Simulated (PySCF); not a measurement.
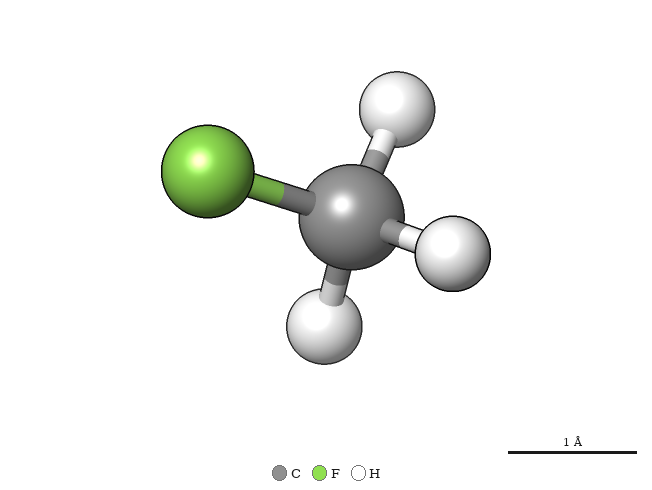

The picture shows a molecular structure as a ball-and-stick model.

The computed structure is the end point of a PBE0-D3(BJ)/def2-SVP optimisation. No frequency run is at hand to confirm it as a minimum.

Question: Count the atoms of each element.

Answer: CH3F, 5 atoms: 1 carbon, 3 hydrogen and 1 fluorine.

Question: Write the SMILES.

Answer: CF

Question: Give the symmetry (Schoenflies symbol).

Answer: C3v.

Question: How many atoms are distinct by symmetry?

Answer: 3: 1 C, 1 F, 3 H.

Question: Count the bonded pairs by element.

Answer: 3 C–H, 1 C–F.

More results for the same structure follow; atom numbers are the same in all pictures, views and colours differ.

## Geometry

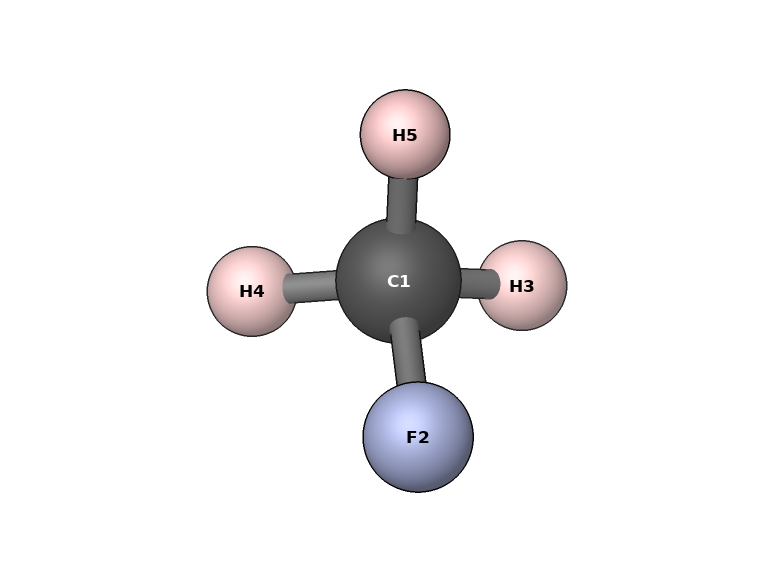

No frequency run is at hand to confirm it as a minimum.

Question: Describe the coordination of atom 1.

Answer: C1 has 4 neighbours (F2 at 1.36, H3 at 1.10, H4 at 1.10, H5 at 1.10 Å); the arrangement is tetrahedral.

## Polarisability

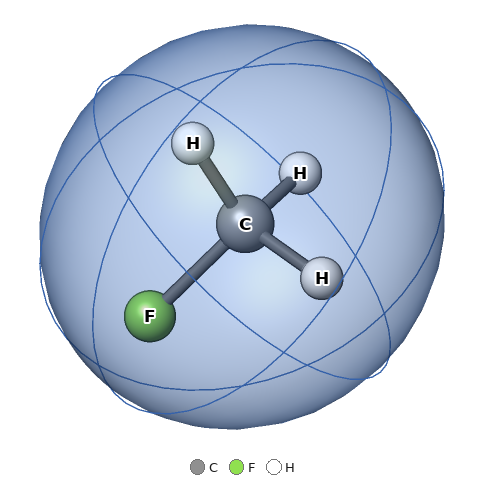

The ellipsoid shows the static dipole polarisability: its half-axes are proportional to the principal values. No frequency run is at hand to confirm it as a minimum. Level of theory: B3LYP/def2-SVPD (PySCF 2.14.0).

Question: How large and how anisotropic is the polarisability?

Answer: Principal values 16.7, 16.7, 17.7 bohr³; mean 17.0 bohr³ (2.53 Å³); anisotropy 1.0 bohr³, so the longest axis is 1.06 times the shortest.

## Excitation

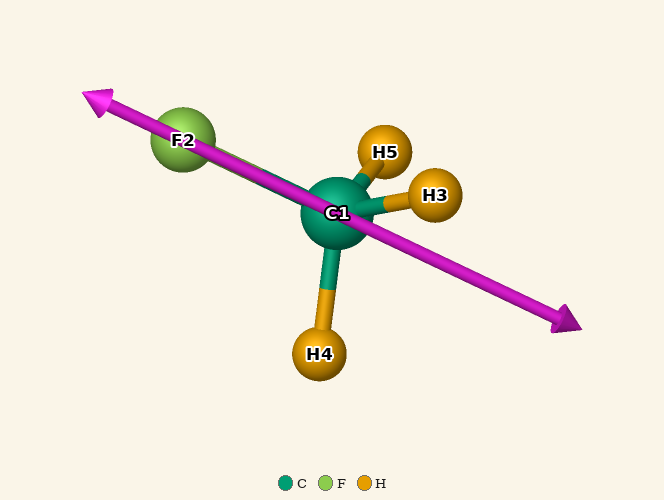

The double arrow shows the direction of the transition dipole to excited singlet state 8 (its length means nothing). No frequency run is at hand to confirm it as a minimum. Level of theory: TDDFT HF/def2-SVPD, vertical, gas phase, core orbitals frozen in the response (PySCF 2.14.0).

Question: How is the transition polarised?

Answer: Nearly parallel to the C1–F2 bond.

Question: Where does the transition lie, and how strong is it?

Answer: 13.62 eV (91 nm), oscillator strength 0.16, of mixed character, with the largest part HOMO−1 → LUMO+2 (weight 0.46); transition dipole 1.77 D.

## Spin–spin coupling

No frequency run is at hand to confirm it as a minimum. Method: B3LYP/6-31G* indirect spin-spin coupling, non-relativistic, gas phase (PySCF 2.14.0). Isotopes: 13C, 19F, 1H.

Give the spin–spin coupling constants of these pairs, with the number of bonds between them: C1/H5, C1/F2, C1/H4, C1/H3, F2/H5, F2/H3, F2/H4, H3/H4, H3/H5, H4/H5.

```
  pair  bonds apart  J (Hz)
C1, H5            1   152.2
C1, F2            1  −190.1
C1, H4            1   152.1
C1, H3            1   152.1
F2, H5            2    49.6
F2, H3            2    49.6
F2, H4            2    49.6
H3, H4            2   −11.0
H3, H5            2   −11.0
H4, H5            2   −11.0
```

Density functionals are unreliable for couplings to fluorine, so those rows may be far off.
